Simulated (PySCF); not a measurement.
**M06-2X/STO-3G run of N2 (nitrogen)**

Aim: the vertical singlet–triplet gap of N2 (nitrogen) at M06-2X/STO-3G, from 2 runs. Input form: a Python script.

The results are computed with PySCF 2.14.0.

15 further runs of the same task are left out: 6 that didn't finish, 9 set aside as unsound or not needed.

## (1) The system as given

The species is N2 (2 atoms), meant as a singlet with charge 0. SMILES: `N#N`. Geometry: relaxed at PBE0-D4/def2-TZVP.

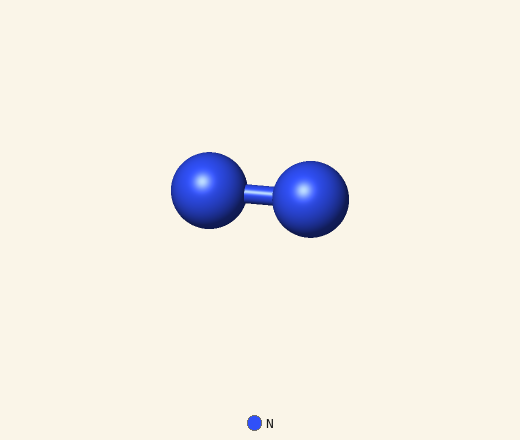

Viewed from a chosen angle; nitrogen blue.

## (2) The energy at M06-2X/STO-3G

The input, calc.py:

```python
# N#N
from pyscf import gto, dft

mol = gto.Mole()
mol.atom = '''
N      0.879668    -0.284026     0.453156
N     -0.879668     0.284026    -0.453156
'''
mol.max_memory = 1860
mol.unit = 'bohr'
mol.basis = 'sto-3g'
mol.verbose = 3
mol.build()

calc0 = dft.RKS(mol)
calc0.xc = 'm06-2x'
calc0.conv_tol = 1e-10
calc0.grids.level = 5
calc0.kernel()
if not calc0.converged:
    calc0 = calc0.newton().run(calc0.mo_coeff, calc0.mo_occ)

e_tot = calc0.e_tot
print('E(%s) = %.9f' % ('M06-2X', e_tot))
```

Run with:

```bash
$ OMP_NUM_THREADS=1 python calc.py
```

Log:

```text
converged SCF energy = -108.044822434601
E(M06-2X) = -108.044822435
```

It took 1.2 s on 1 thread of Arm Neoverse V1, shared host; peak memory 0.15 GiB.

## (3) The triplet, same level

The input, calc.py:

```python
from pyscf import gto, dft

system = gto.M(
    atom=[
    ('N', (0.465500, -0.150300, 0.239800)),
    ('N', (-0.465500, 0.150300, -0.239800)),
],
    verbose=3,
    basis='sto-3g',
    spin=2,
    max_memory=1860,
    charge=0,
)

calc0 = dft.UKS(system)
calc0.xc = 'm06-2x'
calc0.conv_tol = 1e-10
calc0.grids.level = 5
calc0.kernel()
if not calc0.converged:
    calc0 = calc0.newton().run(calc0.mo_coeff, calc0.mo_occ)

etot = calc0.e_tot
print(f'total energy: {etot:.8f} hartree')
```

Run with:

```bash
$ OMP_NUM_THREADS=1 python calc.py
```

Log:

```text
WARN: HOMO 0.0755618247517357 >= LUMO -0.332618010211744

WARN: HOMO -0.132469300708756 >= LUMO -0.163978115822438

WARN: HOMO -0.127859401510776 >= LUMO -0.160639201383458

WARN: HOMO -0.127572130831362 >= LUMO -0.160333446972407

WARN: HOMO -0.127582609117559 >= LUMO -0.16034091542471

WARN: HOMO -0.127581939919741 >= LUMO -0.160341555405751

WARN: HOMO -0.127581946061026 >= LUMO -0.160341593174508

WARN: HOMO -0.127581946313391 >= LUMO -0.160341592740119

WARN: HOMO -0.12758194690783 >= LUMO -0.160341592430237

converged SCF energy = -107.753993858262  <S^2> = 2.0011366  2S+1 = 3.0007577
total energy: -107.75399386 hartree
```

It took 2.1 s on 1 thread of Arm Neoverse V1, shared host; peak memory 0.16 GiB.

## (4) Outcome

At M06-2X/STO-3G:

| quantity | value |
| --- | --- |
| singlet: total energy | -108.04482 Eh |
| singlet: dipole moment | 0.00 D |
| singlet: HOMO energy | -11.51 eV |
| singlet: LUMO energy | 3.45 eV |
| singlet: HOMO–LUMO gap | 14.96 eV |
| triplet: total energy | -107.75399 Eh |
| triplet: dipole moment | 0.00 D |
| triplet: HOMO energy (highest over α and β) | -3.47 eV |
| triplet: ⟨S²⟩ | 2.001 |
| vertical energy of the triplet above the singlet | 7.914 eV |

In words: At this shape the triplet lies 7.91 eV (182 kcal/mol) above the singlet. In a minimal basis such a difference can be off by several eV, whatever the method.
